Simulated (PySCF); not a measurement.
C₄H₁₂AlFO, SMILES `CC[O+](CF)[AlH2-][CH3]`.

Computed with PySCF, BHandHLYP/6-31G*, geometry: GFN2-xTB. No frequency check shows the geometry to be a minimum. Without diffuse functions Rydberg states are missing, so the states' numbers hold for this basis only.

Input

```python
import numpy as np
from pyscf import gto, scf, dft, tdscf
from pyscf.scf import atom_ks, atom_hf
from scipy.linalg import block_diag

def solve(mol, dm0=None, hcore=None):
    mf = (dft.UKS if mol.spin else dft.RKS)(mol, xc='bhandhlyp')
    mf.grids.level = 3
    mf = mf.density_fit(auxbasis='def2-universal-jkfit')
    mf.conv_tol, mf.max_cycle = 1e-8, 80
    if hcore is not None:
        mf.get_hcore = lambda *args: hcore
    mf.kernel(dm0)
    if not mf.converged:
        mf = mf.newton().run(mf.mo_coeff, mf.mo_occ, max_cycle=30)
    assert mf.converged, 'SCF not converged'
    return mf

mol = gto.M(atom='''
C      2.05644    -0.80457     1.05538
C      1.48136    -0.98082    -0.34074
O      0.29888    -0.20783    -0.55065
C      0.45078     1.12099    -0.84126
F      0.87436     1.82630     0.24931
Al    -1.56425    -0.73502    -0.43058
C     -2.30893     0.32050     1.09932
H      2.41734     0.20807     1.21436
H      1.28546    -1.02116     1.79089
H      2.88258    -1.49631     1.19489
H      1.15266    -2.01293    -0.48225
H      2.21626    -0.72251    -1.11231
H     -0.53890     1.50591    -1.11556
H      1.19358     1.29780    -1.63339
H     -1.90128    -0.25849    -1.90094
H     -1.20397    -2.25709    -0.30372
H     -3.17047     0.91980     0.77548
H     -1.63549     1.02029     1.61093
H     -2.70059    -0.33871     1.88433
''', basis='6-31g*', charge=0, spin=0, verbose=4)
mf = solve(mol)
td = mf.TDDFT()
td.nstates, td.singlet, td.conv_tol = 4, True, 1e-5
td.kernel()
td.analyze()
x, y = np.array([p[0] for p in td.xy]), np.array([p[1] + 0 * p[0] for p in td.xy])
f, mu = td.oscillator_strength(), td.transition_dipole()
nto = [td.get_nto(state=i + 1, verbose=4) for i in range(len(td.e))]
# spherically averaged free atoms, for the promolecule
atm = atom_ks.get_atm_nrks(mol, xc='bhandhlyp')
pro = block_diag(*[(atm[a[0]][2] * atm[a[0]][3]) @ atm[a[0]][2].T for a in mol._atom])
np.savez('result.npz', e=td.e, f=f, ok=td.converged, w=[n[0] for n in nto], nto=[n[1] for n in nto], x=x, y=y, c=mf.mo_coeff, occ=mf.mo_occ, eps=mf.mo_energy, pro=pro, mu=mu)
```

Run with:

```sh
OMP_NUM_THREADS=1 python input.py
```

The run took 20 min on 1 thread of Intel(R) Xeon(R) Processor @ 2.50GHz (Skylake/Cascade Lake), with other jobs on the host, peak memory 0.89 GiB.

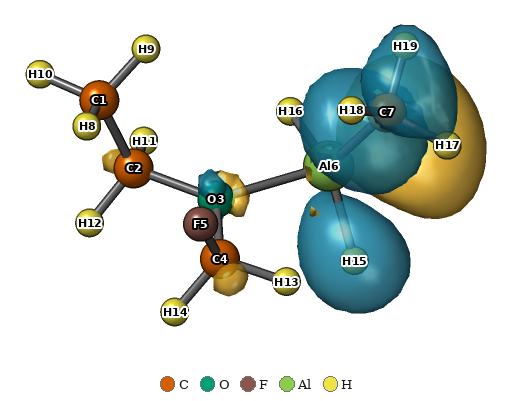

Unrelaxed difference density of S₁ less the ground state (full linear response singlet states), ±0.02 e/Å³; yellow: gain, teal: loss.

**How does the charge move on excitation?**

0.79 e is displaced in all, of which about 0.5 e passes between atoms: C7 (0.31 e) and H15 (0.16 e) lose electrons and Al6 (0.34 e) and H16 (0.05 e) gain them. The state: 7.13 eV (174 nm), f = 0.026; the leading pair carries 100 %; hole on C7 (38 %), Al6 (25 %) and H15 (22 %), electron on Al6 (59 %), C7 (7 %) and H15 and H16 (6 % each); their centroids lie 0.9 Å apart.
